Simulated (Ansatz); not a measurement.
# singlet [SiNHF3]+: levels of theory compared

Aim: a comparison of 6 runs (HF/6-31G*, B2PLYP/6-31G*, BHLYP/6-31G*, BLYP/6-31G*, CAM-B3LYP/6-31G*, wB97M-V/6-31G*) of singlet [SiNHF3]+. 

The results are computed with Ansatz 0.2.0.

86 further runs of the same task are left out: 2 that didn't finish, 84 set aside as unsound or not needed. Runs told in other sessions of the task aren't counted.

## 1. The system as given

[SiNHF3]+ has 6 atoms, charge +1, and is taken as a singlet. SMILES of the parent species: `[NH][Si](F)(F)F`. The coordinates come from a PBE0-D4/def2-TZVP relaxation. That shape belongs to the parent species and isn't relaxed for this state.

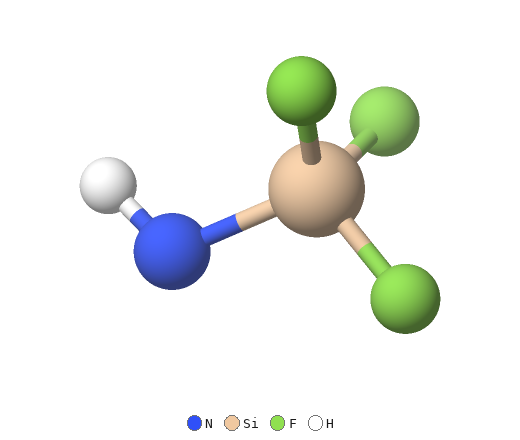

Viewed from a chosen angle; nitrogen blue, silicon light orange, fluorine green, hydrogen white.

## 2. A single-point energy at HF/6-31G(d) (spherical functions) (run 1)

run.yaml reads:

```yaml
crystal:
  periodic: [false, false, false]
  atoms:
    - {symbol: "N", position_ang: [-0.974500, 0.604600, 0.713900]}
    - {symbol: Si, position_ang: [0.193600, -0.089600, -0.346100]}
    - {symbol: F, position_ang: [-0.087100, 0.387600, -1.812600]}
    - {symbol: F, position_ang: [0.123100, -1.661400, -0.330200]}
    - {symbol: F, position_ang: [1.652300, 0.359600, 0.035600]}
    - {symbol: H, position_ang: [-0.865300, 0.335400, 1.693200]}
basis:
  gaussian:
    orbitals: 6-31G_st_-spherical.json
hamiltonian:
  xc: hf
total_charge: 1
output: {orbitals: {seedname: orbitals}}
accuracy: high
```

The basis set 6-31G* is read from a file made from the Basis Set Exchange's data (not shown).

Command:

```
$ ansatz run run.yaml --threads 1 --pin off --max-ram 3480MiB --events-out events.jsonl --progress --plain --runs-dir runs
```

Log:

```text
Warning: RAYON_NUM_THREADS=1 ignored (pool sized by the plan → 1); use --threads N
Functional definition: HF
  name "HF"
  exchange = exact_x
  correlation = 0
1641 factors; integrals over basis functions are off by at most 3.9e-9 eV
mean field evaluation 1: about -17461.7861 eV, gradient 6.3e1 eV
mean field evaluation 2: about -17461.8659 eV, gradient 6.3e1 eV
mean field evaluation 4: about -17468.8967 eV, gradient 3.0e0 eV
mean field evaluation 8: about -17468.9393 eV, gradient 3.0e-1 eV
mean field -17468.93983965 eV, -641.9716982344 hartree, gradient 9.9e-8 eV, S^2 0.000000; 0 other end points of the search recorded, 0 dependent functions left out
reference -17468.93983965 eV, -641.9716982344 hartree; 24, 24 occupied and 52, 52 virtual orbitals, 1641 factors
Total energy: -17468.93983965 eV, -641.9716982344 hartree
```

Wall time 1.9 s (1 thread of Arm Neoverse V1, shared host); peak memory 0.19 GiB.

## 3. The energy at B2PLYP/6-31G(d) (spherical functions) (run 2)

run.yaml, as its differences from that of step 2:

```diff
@@ -3,3 +3,3 @@
   atoms:
-    - {symbol: "N", position_ang: [-0.974500, 0.604600, 0.713900]}
+    - {symbol: N, position_ang: [-0.974500, 0.604600, 0.713900]}
     - {symbol: Si, position_ang: [0.193600, -0.089600, -0.346100]}
@@ -12,6 +12,8 @@
     orbitals: 6-31G_st_-spherical.json
+total_charge: 1
 hamiltonian:
-  xc: hf
-total_charge: 1
+  xc: {name: B2PLYP}
+correlation:
+  frozen_orbitals: {F: 1, H: 0, "N": 1, Si: 5}
+accuracy: high
 output: {orbitals: {seedname: orbitals}}
-accuracy: high
```

The basis set 6-31G* is read from a file made from the Basis Set Exchange's data (not shown).

Command:

```
$ ansatz run run.yaml --threads 1 --pin off --max-ram 3480MiB --events-out events.jsonl --progress --plain --runs-dir runs
```

Log (excerpt; [...] marks lines left out):

```text
Warning: RAYON_NUM_THREADS=1 ignored (pool sized by the plan → 1); use --threads N
Functional definition: B2PLYP
  name "B2PLYP"
[...]
1641 factors; integrals over basis functions are off by at most 3.9e-9 eV
[...]
mean field -17507.06509059 eV, -643.3727753641 hartree, gradient 8.8e-8 eV, S^2 0.000000; 0 other end points of the search recorded, 0 dependent functions left out; unrestricted orbitals would lower it
9 core orbitals not correlated: weight in the atoms' cores, before any rotation towards them, 1.000 or more for the frozen orbitals, at most 0.000 for the correlated occupied ones
reference -17507.06511284 eV, -643.3727761820 hartree; 15, 15 occupied and 52, 52 virtual orbitals, 1641 factors
second order -23.60954223 eV of doubles, -0.00000000 eV of singles
Total energy: -17513.43968924 eV, -643.6070375438 hartree
```

It took 10 s on 1 thread of Arm Neoverse V1, shared host; peak memory 0.29 GiB.

Run 3 isn't shown in full; the table further down has it.

## 4. The energy at BLYP/6-31G(d) (spherical functions) (run 4)

input.yaml reads:

```yaml
basis:
  gaussian: {orbitals: 6-31G_st_-spherical.json}
crystal:
  periodic: [false, false, false]
  atoms:
    - {symbol: "N", position_ang: [-0.974500, 0.604600, 0.713900]}
    - {symbol: Si, position_ang: [0.193600, -0.089600, -0.346100]}
    - {symbol: F, position_ang: [-0.087100, 0.387600, -1.812600]}
    - {symbol: F, position_ang: [0.123100, -1.661400, -0.330200]}
    - {symbol: F, position_ang: [1.652300, 0.359600, 0.035600]}
    - {symbol: H, position_ang: [-0.865300, 0.335400, 1.693200]}
total_charge: 1
hamiltonian: {xc: {name: BLYP}}
accuracy: high
output: {orbitals: {seedname: orbitals}}
```

The basis set 6-31G* is read from a file made from the Basis Set Exchange's data (not shown).

Command:

```
$ ansatz run input.yaml --threads 1 --pin off --max-ram 3480MiB --events-out events.jsonl --progress --plain --runs-dir runs
```

Log:

```text
Warning: RAYON_NUM_THREADS=1 ignored (pool sized by the plan → 1); use --threads N
Functional definition: BLYP
  name "BLYP"
  parameter beta = 0.0042
  parameter a = 0.04918
  parameter b = 0.132
  parameter c = 0.2533
  parameter d = 0.349
  exchange = b88_x(beta = beta)
  correlation = lyp_c(a = a, b = b, c = c, d = d)
1641 factors; integrals over basis functions are off by at most 3.9e-9 eV
mean field evaluation 1: about -17509.6917 eV, gradient 9.4e1 eV
mean field evaluation 2: about -17403.6939 eV, gradient 2.5e2 eV
mean field evaluation 4: about -17494.3635 eV, gradient 9.1e1 eV
mean field evaluation 8: about -17513.4953 eV, gradient 6.5e1 eV
mean field evaluation 16: about -17523.7133 eV, gradient 1.6e-3 eV
mean field evaluation 32: about -17523.1501 eV, gradient 1.0e1 eV
mean field -17523.71331200 eV, -643.9845862164 hartree, gradient 3.2e-8 eV, S^2 0.000000; 4 other end points of the search recorded, 0 dependent functions left out
reference -17523.71336008 eV, -643.9845879833 hartree; 24, 24 occupied and 52, 52 virtual orbitals, 1641 factors
Total energy: -17523.71336008 eV, -643.9845879833 hartree
```

It took 8.4 s on 1 thread of Arm Neoverse V1, shared host; peak memory 0.18 GiB.

Run 5 isn't shown in full; the table further down has it.

## 5. The energy at wB97M-V/6-31G(d) (spherical functions) (run 6)

input.yaml, as its differences from that of step 4:

```diff
@@ -1,3 +1 @@
-basis:
-  gaussian: {orbitals: 6-31G_st_-spherical.json}
 crystal:
@@ -11,4 +9,6 @@
     - {symbol: H, position_ang: [-0.865300, 0.335400, 1.693200]}
+basis:
+  gaussian: {orbitals: 6-31G_st_-spherical.json}
 total_charge: 1
-hamiltonian: {xc: {name: BLYP}}
+hamiltonian: {xc: {name: wB97M-V}}
 accuracy: high
```

The basis set 6-31G* is read from a file made from the Basis Set Exchange's data (not shown).

Command:

```
$ ansatz run input.yaml --threads 1 --pin off --max-ram 3480MiB --events-out events.jsonl --progress --plain --runs-dir runs
```

Log (excerpt; [...] marks lines left out):

```text
Warning: RAYON_NUM_THREADS=1 ignored (pool sized by the plan → 1); use --threads N
Functional definition: wB97M-V
  name "wB97M-V"
[...]
  gx(w, u) = 1 - cx + cx01*u + cx10*w
  gss(w, u) = css00 + css04*u^4 + css10*w + css20*w^2 + css43*w^4*u^3
  gos(w, u) = cos00 + cos10*w + (cos20 + cos21*u)*w^2 + (cos60 + cos61*u)*w^6
[...]
      + integral(e_c_pw_mod_opposite_spin*gos(b97_w_opposite, b97_u_opposite)) + vv10(b, c)
1641 factors; integrals over basis functions are off by at most 3.9e-9 eV
321 factors; integrals over basis functions are off by at most 1.9e-9 eV
[...]
mean field -17521.67767354 eV, -643.9097778827 hartree, gradient 5.5e-8 eV, S^2 0.000000; 0 other end points of the search recorded, 0 dependent functions left out
reference -17521.67767796 eV, -643.9097780454 hartree; 24, 24 occupied and 52, 52 virtual orbitals, 1641 factors
Total energy: -17521.67767796 eV, -643.9097780454 hartree
```

It took 88 s on 1 thread of Arm Neoverse V1, shared host; peak memory 0.47 GiB.

## 6. All runs side by side

```csv
run,level,frozen core orbitals,energy (Eh),HOMO energy (eV),LUMO energy (eV),HOMO–LUMO gap (eV),wall time
1,HF/6-31G* (spherical functions),–,-641.971698,-23.55,-10.84,12.70,1.9 s
2,B2PLYP/6-31G* (spherical functions),9,-643.607038,-20.05,-14.18,5.87,10 s
3,BHLYP/6-31G* (spherical functions),–,-643.875020,-20.07,-14.60,5.47,7.8 s
4,BLYP/6-31G* (spherical functions),–,-643.984588,-16.01,-15.98,0.03,8.4 s
5,CAM-B3LYP/6-31G* (spherical functions),–,-643.917080,-19.59,-14.61,4.98,9.3 s
6,wB97M-V/6-31G* (spherical functions),–,-643.909778,-20.52,-13.44,7.08,88 s
```

## 7. Outcome

| quantity | value |
| --- | --- |
| run 6: total energy | -643.90978 Eh |
| run 6: HOMO energy | -20.52 eV |
| run 6: LUMO energy | -13.44 eV |
| run 6: HOMO–LUMO gap | 7.08 eV |

What this shows: The HOMO–LUMO gap runs from 0.03 eV (BLYP/6-31G*) to 12.70 eV (HF/6-31G*). Exact exchange widens orbital gaps. Totals of different functionals can't be ranked against each other. In run 2 the log says that unrestricted orbitals would lower the reference, so the values rest on an unstable closed-shell determinant (other closed-shell runs at this shape may share the fault). All runs together took 2.1 min, the longest 88 s.
